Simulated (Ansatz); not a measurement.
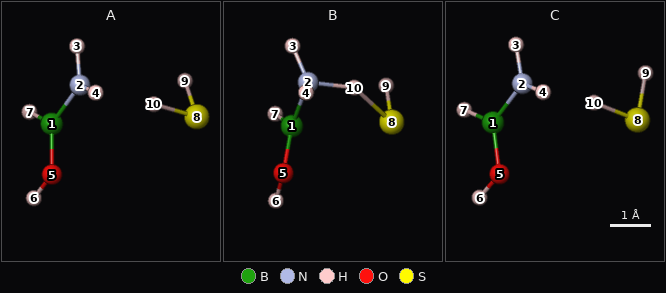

3 geometries from a converged minimum-energy path of BNH6SO, made up at the start of BNH$_{4}$O and H2S, shuffled. Style: ball-and-stick. Shown at a tilt.

Method: RKS PBE0-D4/6-31G* in Ansatz. Run with 9 movable images; climbing image; force threshold 0.03 eV/Å; iteration limit 60; starting path through a guess of the saddle point.

> Which frame is the top of the path?

B. In order along the path, whose images run from 0 to 10: C (image 1, +0.1 kJ/mol), A (image 2, +0.3 kJ/mol), B (image 5, +89.0 kJ/mol). Breaking: S8–H10 (1.35 → 1.70 at the top → 3.01 Å). Forming: B1–S8 (3.69 → 2.60 at the top → 1.93 Å), N2–H10 (2.34 → 1.26 at the top → 1.02 Å).

Limits of the set-up: the start holds two separate molecules, 2.3 Å apart at their closest, whose relative position is a soft coordinate.

Cost: 8.1 min on 1 thread of Arm Neoverse V1, with other jobs on the host, peak memory 0.17 GiB.
